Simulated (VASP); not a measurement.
Band structure of MoS2 (2H layered). Level of theory: MS2 meta-GGA, VASP's PBE PAW potentials (set 64) (plane waves; VASP 6.6.1).

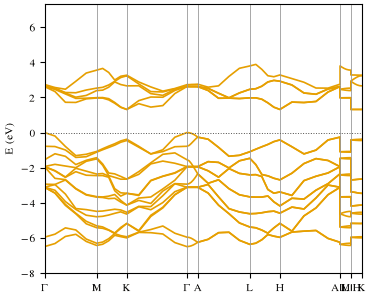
Figure: Bands along high-symmetry lines, zero at the valence-band maximum or, without a gap, the Fermi level

**Question.** Read the plot: is there a gap, and where are the band edges?

**Answer.** The gap is indirect, 1.32 eV, from the valence maximum at Γ to the conduction minimum at K.

Measured: gap 1.29 eV (computed value off by +0.03 eV), as given by Wei Chen et al., Physical Review Materials (2018), doi:10.1103/physrevmaterials.2.073803.

The compound is MoS2 in the 2H layered structure. It was relaxed first, which changed the volume by +8 %.
